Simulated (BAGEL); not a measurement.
# triplet CHCl2F at 3 levels

We compute a comparison of 3 runs (UHF/3-21G, ROHF/6-31G*, ROHF/def2-SVPD) of triplet CHCl2F. 

Program for the calculation: BAGEL 1.2.2.

4 further runs of the same task are left out: 4 set aside as unsound or not needed.

### Step 1. The system as given

The species is CHCl2F (5 atoms), meant as a triplet with charge 0. SMILES of the parent species: `FC(Cl)Cl`. The coordinates come from a PBE0-D4/def2-TZVP relaxation. That shape belongs to the parent species and isn't relaxed for this state.

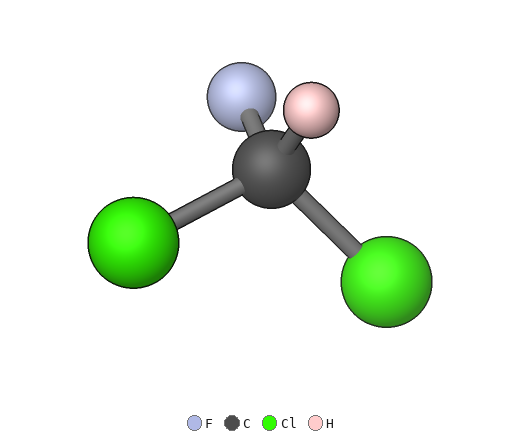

The structure, seen from a chosen angle (fluorine light blue, carbon dark grey, chlorine green, hydrogen pink).

### Step 2. A single-point energy at UHF/3-21G (density fitting with qzvpp-jkfit) (run 1)

File input.json:

```json
{ "bagel" : [

{
  "title" : "molecule",
  "basis" : "3-21g",
  "df_basis" : "qzvpp-jkfit",
  "angstrom" : true,
  "geometry" : [
    { "atom" : "F", "xyz" : [      -0.590600,       0.132500,       1.230400 ] },
    { "atom" : "C", "xyz" : [       0.006400,       0.099400,       0.030700 ] },
    { "atom" : "Cl", "xyz" : [       1.459900,      -0.886800,       0.126900 ] },
    { "atom" : "Cl", "xyz" : [      -1.120400,      -0.525200,      -1.167100 ] },
    { "atom" : "H", "xyz" : [       0.294600,       1.106400,      -0.262500 ] }
  ]
},

{
  "title" : "uhf",
  "nopen" : 2
},

{
  "title" : "print",
  "file" : "orbitals.molden",
  "orbitals" : true
}

]}
```

Run with:

```console
BAGEL_NUM_THREADS=1 BAGEL input.json > input.out
```

Standard output:

```text
* using 1 threads per process

  ===============================================================
  ===============================================================

  *** Geometry ***

  { "atom" : "F", "xyz" : [     -1.116072,      0.250389,      2.325119 ] },
  { "atom" : "C", "xyz" : [      0.012094,      0.187839,      0.058015 ] },
  { "atom" : "Cl", "xyz" : [      2.758811,     -1.675809,      0.239806 ] },
  { "atom" : "Cl", "xyz" : [     -2.117249,     -0.992484,     -2.205499 ] },
  { "atom" : "H", "xyz" : [      0.556713,      2.090793,     -0.496053 ] },

  Number of auxiliary basis functions:      426

  Since a DF basis is specified, we compute 2- and 3-index integrals:
    o Being stored without compression. Storage requirement is 0.007 GB

  Number of basis functions:       46
  Number of electrons      :       50

    * METHOD: MOLECULE                             0.11

  *** Open-shell HF ***

  === Nuclear Repulsion ===
   211.9542605243

      * DIIS with orbital gradients will be used.

  === UHF iteration (3-21g) ===
      0      -1051.26811030          0.04285308           0.06
      1      -1051.35188337          0.02715516           0.06
      2      -1051.37736811          0.01579516           0.06
      3      -1051.38853344          0.00195320           0.06
      4      -1051.39088022          0.00113343           0.06
      5      -1051.39156450          0.00045332           0.06
      6      -1051.39172165          0.00022126           0.06
      7      -1051.39176036          0.00012639           0.06
      8      -1051.39177787          0.00005337           0.06
      9      -1051.39178007          0.00003203           0.06
     10      -1051.39178102          0.00002500           0.06
     11      -1051.39178182          0.00002006           0.06
     12      -1051.39178249          0.00001819           0.06
     13      -1051.39178293          0.00001931           0.06
     14      -1051.39178280          0.00001828           0.06
     15      -1051.39178291          0.00001621           0.06
[... 41 lines of this table left out ...]
     57      -1051.39178320          0.00000007           0.06
     58      -1051.39178320          0.00000006           0.06
     59      -1051.39178320          0.00000007           0.06
     60      -1051.39178320          0.00000006           0.06
     61      -1051.39178320          0.00000003           0.06
     62      -1051.39178320          0.00000002           0.06
     63      -1051.39178320          0.00000001           0.06
     64      -1051.39178320          0.00000001           0.06
    * SCF iteration converged.

    * S^2 (UHF) is 2.0330

    * Permanent dipole moment:
           (   -0.217244,    -0.607988,     0.263110) a.u.

    * METHOD: UHF                                  3.82

    * METHOD: PRINT                                0.00

  ===============================================================
```

Wall time 4.2 s (1 thread of Arm Neoverse V2, shared host).

### Step 3. The energy at ROHF/6-31G(d) (density fitting with qzvpp-jkfit, spherical functions) (run 2)

File calc.json:

```json
{ "bagel" : [

{
  "title" : "molecule",
  "basis" : "6-31gs.json",
  "df_basis" : "qzvpp-jkfit",
  "angstrom" : true,
  "geometry" : [
    { "atom" : "F", "xyz" : [      -0.590600,       0.132500,       1.230400 ] },
    { "atom" : "C", "xyz" : [       0.006400,       0.099400,       0.030700 ] },
    { "atom" : "Cl", "xyz" : [       1.459900,      -0.886800,       0.126900 ] },
    { "atom" : "Cl", "xyz" : [      -1.120400,      -0.525200,      -1.167100 ] },
    { "atom" : "H", "xyz" : [       0.294600,       1.106400,      -0.262500 ] }
  ]
},

{ "title" : "rohf", "nopen" : 2 },

{ "title" : "print", "file" : "orbitals.molden", "orbitals" : true }

]}
```

The basis set 6-31G* is read from a file made from the Basis Set Exchange's data (not shown).

Run with:

```console
BAGEL_NUM_THREADS=1 BAGEL calc.json > calc.out
```

Standard output:

```text
* using 1 threads per process

  ===============================================================
  ===============================================================

  *** Geometry ***

  { "atom" : "F", "xyz" : [     -1.116072,      0.250389,      2.325119 ] },
  { "atom" : "C", "xyz" : [      0.012094,      0.187839,      0.058015 ] },
  { "atom" : "Cl", "xyz" : [      2.758811,     -1.675809,      0.239806 ] },
  { "atom" : "Cl", "xyz" : [     -2.117249,     -0.992484,     -2.205499 ] },
  { "atom" : "H", "xyz" : [      0.556713,      2.090793,     -0.496053 ] },

  Number of auxiliary basis functions:      426

  Since a DF basis is specified, we compute 2- and 3-index integrals:
    o Being stored without compression. Storage requirement is 0.015 GB

  Number of basis functions:       66
  Number of electrons      :       50

    * METHOD: MOLECULE                             0.14

  *** Open-shell HF ***

  === Nuclear Repulsion ===
   211.9542605243

      * DIIS with orbital gradients will be used.

  === ROHF iteration (6-31gs.json) ===
      0      -1056.38467303          0.03508709           0.08
      1      -1056.45991795          0.02472161           0.07
      2      -1056.48911622          0.01637969           0.07
      3      -1056.51113889          0.00163064           0.07
      4      -1056.51319832          0.00090539           0.07
      5      -1056.51404825          0.00052742           0.07
      6      -1056.51438342          0.00021924           0.08
      7      -1056.51447968          0.00012860           0.08
      8      -1056.51450083          0.00007453           0.07
      9      -1056.51451925          0.00004292           0.07
     10      -1056.51452044          0.00003590           0.07
     11      -1056.51452240          0.00003891           0.07
     12      -1056.51452068          0.00003694           0.07
     13      -1056.51452052          0.00003178           0.07
     14      -1056.51452131          0.00002566           0.07
     15      -1056.51452428          0.00001936           0.07
[... 72 lines of this table left out ...]
     88      -1056.51452545          0.00000002           0.09
     89      -1056.51452545          0.00000002           0.09
     90      -1056.51452545          0.00000002           0.09
     91      -1056.51452545          0.00000003           0.09
     92      -1056.51452545          0.00000002           0.09
     93      -1056.51452545          0.00000002           0.09
     94      -1056.51452545          0.00000002           0.09
     95      -1056.51452545          0.00000001           0.09
    * SCF iteration converged.

    * S^2 (ROHF) is 2.0000

    * Permanent dipole moment:
           (   -0.172403,    -0.508609,     0.201422) a.u.

    * METHOD: ROHF                                 7.64

    * METHOD: PRINT                                0.01

  ===============================================================
```

It took 8.1 s on 1 thread of Arm Neoverse V2, shared host.

### Step 4. The energy at ROHF/def2-SVPD (density fitting with qzvpp-jkfit) (run 3)

File input.json:

```json
{ "bagel": [

{
  "title": "molecule",
  "basis": "def2-svpd.json",
  "df_basis": "qzvpp-jkfit",
  "angstrom": true,
  "geometry": [
    { "atom": "F", "xyz": [   -0.590600,    0.132500,    1.230400 ] },
    { "atom": "C", "xyz": [    0.006400,    0.099400,    0.030700 ] },
    { "atom": "Cl", "xyz": [    1.459900,   -0.886800,    0.126900 ] },
    { "atom": "Cl", "xyz": [   -1.120400,   -0.525200,   -1.167100 ] },
    { "atom": "H", "xyz": [    0.294600,    1.106400,   -0.262500 ] }
  ]
},
{ "title": "rohf", "nopen": 2 },
{ "title": "print", "file": "orbitals.molden", "orbitals": true }

]}
```

The basis set def2-SVPD is read from a file made from the Basis Set Exchange's data (not shown).

Run with:

```console
BAGEL_NUM_THREADS=1 BAGEL input.json > input.out
```

Standard output:

```text
* using 1 threads per process

  ===============================================================
  ===============================================================

  *** Geometry ***

  { "atom" : "F", "xyz" : [     -1.116072,      0.250389,      2.325119 ] },
  { "atom" : "C", "xyz" : [      0.012094,      0.187839,      0.058015 ] },
  { "atom" : "Cl", "xyz" : [      2.758811,     -1.675809,      0.239806 ] },
  { "atom" : "Cl", "xyz" : [     -2.117249,     -0.992484,     -2.205499 ] },
  { "atom" : "H", "xyz" : [      0.556713,      2.090793,     -0.496053 ] },

  Number of auxiliary basis functions:      426

  Since a DF basis is specified, we compute 2- and 3-index integrals:
    o Being stored without compression. Storage requirement is 0.038 GB

  Number of basis functions:      105
  Number of electrons      :       50

    * METHOD: MOLECULE                             0.17

  *** Open-shell HF ***

  === Nuclear Repulsion ===
   211.9542605243

      * DIIS with orbital gradients will be used.

  === ROHF iteration (def2-svpd.json) ===
      0      -1055.97588925          0.03174015           0.16
      1      -1056.08717989          0.02521802           0.16
      2      -1056.13516135          0.01585590           0.16
      3      -1056.17282444          0.00172579           0.16
      4      -1056.17515997          0.00097390           0.16
      5      -1056.17627291          0.00059717           0.16
      6      -1056.17686280          0.00023251           0.16
      7      -1056.17700567          0.00013287           0.16
      8      -1056.17703734          0.00007601           0.16
      9      -1056.17706379          0.00005356           0.16
     10      -1056.17707092          0.00004753           0.16
     11      -1056.17707795          0.00004975           0.16
     12      -1056.17707575          0.00004995           0.16
     13      -1056.17707677          0.00005030           0.16
     14      -1056.17707679          0.00005173           0.16
     15      -1056.17707681          0.00004271           0.16
[... 31 lines of this table left out ...]
     47      -1056.17708612          0.00000003           0.16
     48      -1056.17708612          0.00000002           0.16
     49      -1056.17708612          0.00000002           0.17
     50      -1056.17708611          0.00000002           0.17
     51      -1056.17708612          0.00000002           0.17
     52      -1056.17708612          0.00000002           0.17
     53      -1056.17708612          0.00000001           0.16
     54      -1056.17708612          0.00000001           0.17
    * SCF iteration converged.

    * S^2 (ROHF) is 2.0000

    * Permanent dipole moment:
           (   -0.160047,    -0.453157,     0.192280) a.u.

    * METHOD: ROHF                                 9.13

    * METHOD: PRINT                                0.02

  ===============================================================
```

It took 9.6 s on 1 thread of Arm Neoverse V2, shared host.

### Step 5. All runs side by side

| run | level | energy (Eh) | dipole moment (D) | ⟨S²⟩ | wall time |
| --- | --- | --- | --- | --- | --- |
| 1 | UHF/3-21G (density fitting with qzvpp-jkfit) | -1051.391783 | 1.77 | 2.033 | 4.2 s |
| 2 | ROHF/6-31G* (density fitting with qzvpp-jkfit, spherical functions) | -1056.514525 | 1.46 | 2.000 | 8.1 s |
| 3 | ROHF/def2-SVPD (density fitting with qzvpp-jkfit) | -1056.177086 | 1.32 | 2.000 | 9.6 s |

### Step 6. Results

| quantity | value |
| --- | --- |
| run 3: total energy | -1056.17709 Eh |
| run 3: dipole moment | 1.32 D |
| run 3: ⟨S²⟩ | 2.000 |

The dipole moment (its size) runs from 1.32 D (ROHF/def2-SVPD) to 1.77 D (UHF/3-21G). The two ends differ in method and basis. All runs together took 22 s, the longest 9.6 s.
